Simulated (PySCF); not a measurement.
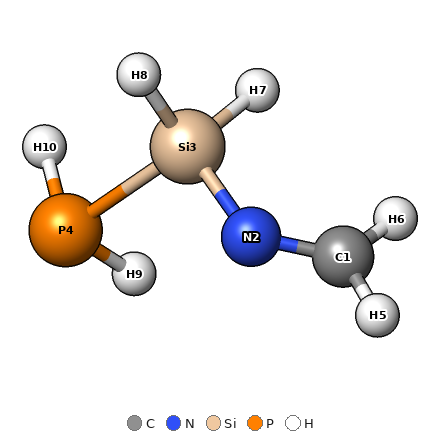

CH₆NPSi, SMILES C=N[SiH2]P. Vertical core-electron binding energies by ΔSCF (SCAN, pcX-2 on the ionised atom, pcseg-1 elsewhere, spin-free X2C; PySCF, at a PBE0-D3(BJ)/def2-SVP geometry (no frequency check)), gas phase, against the vacuum level. One atom of each kind was ionised; within a panel, areas follow the number of like atoms and 2j + 1 (2p levels are split by first-order spin-orbit coupling, an approximation), each panel is scaled alone, Gaussians of 0.4 eV full width. Only the regions named are shown.

**Predict the P 2p, Si 2p and P 1s photoelectron lines.**

| level | atoms | binding energy (eV) |
| --- | --- | --- |
| P 2p1/2 | P4 | 137.2 |
| P 2p3/2 | P4 | 136.3 |
| Si 2p1/2 | Si3 | 107.6 |
| Si 2p3/2 | Si3 | 106.9 |
| P 1s | P4 | 2149.9 |

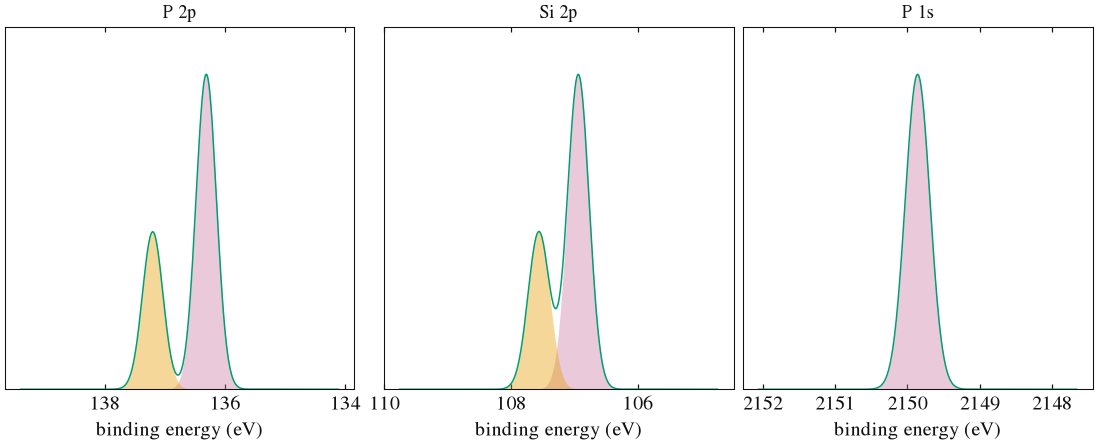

Note: one conformer of a flexible molecule.
